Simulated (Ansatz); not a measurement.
SiH3F (SMILES F[SiH3]): methods side by side

SiH3F: 5 atoms, total charge 0, spin state singlet. As SMILES, `F[SiH3]`. Geometry: optimised at PBE0/def2-SVP.

```xyz
5

F    -1.2947    0.1656    0.8716
Si    0.0435   -0.0194   -0.0309
H    -0.3641   -0.1939   -1.4524
H     0.7765   -1.2230    0.4498
H     0.8888    1.1971    0.1204
```

Each level gives the dissociation energy of the H3–Si2 bond into doublet H and doublet SiH2F (shapes relaxed at PBE0/def2-SVP, no zero-point term) (eV). The values are calculated.

```tsv
level	kind	program	value (eV)	less CCSD(T)/def2-TZVPP	CPU time (all runs)
HF/def2-TZVPP	Hartree–Fock	Ansatz	3.42	-0.84	0.98 s
SVWN5/def2-TZVPP	LDA	Ansatz	4.40	+0.14	1.3 s
r2SCAN/def2-TZVPP	meta-GGA	Ansatz	4.08	-0.18	5.2 s
PBE0-D4/def2-TZVPP	global hybrid	Ansatz	4.07	-0.19	2.4 s
CAM-B3LYP/def2-TZVPP	range-separated hybrid	Ansatz	4.24	-0.02	3.1 s
wB97M-V/def2-TZVPP	range-separated hybrid	Ansatz	4.31	+0.05	10 s
RPA@PBE/def2-TZVPP	RPA	Ansatz	4.19	-0.07	3.7 s
CCSD(T)/def2-TZVPP	coupled cluster or CI	Ansatz	4.26	0.00	9.8 s
```

CCSD(T)/def2-TZVPP is the highest level here, not the true value. The values span 3.42 to 4.40 eV. Hartree–Fock misses the correlation of the electron pair that is broken and comes out low. Measured bond enthalpies also hold zero-point and thermal terms, a few tenths of an eV less. CPU times are rough (shared hosts, several kinds of processor): they show what a rung costs within a factor of a few.

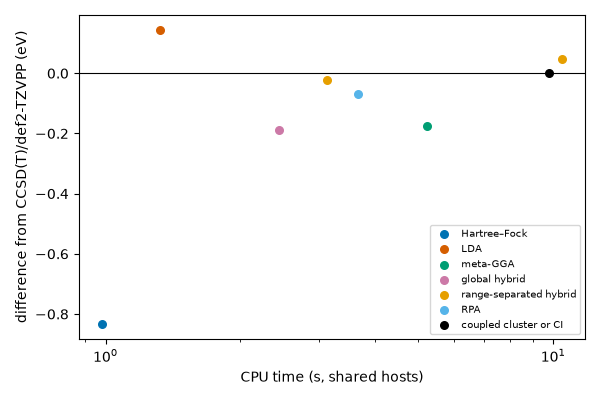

Difference from CCSD(T)/def2-TZVPP against processor time, one point a level.
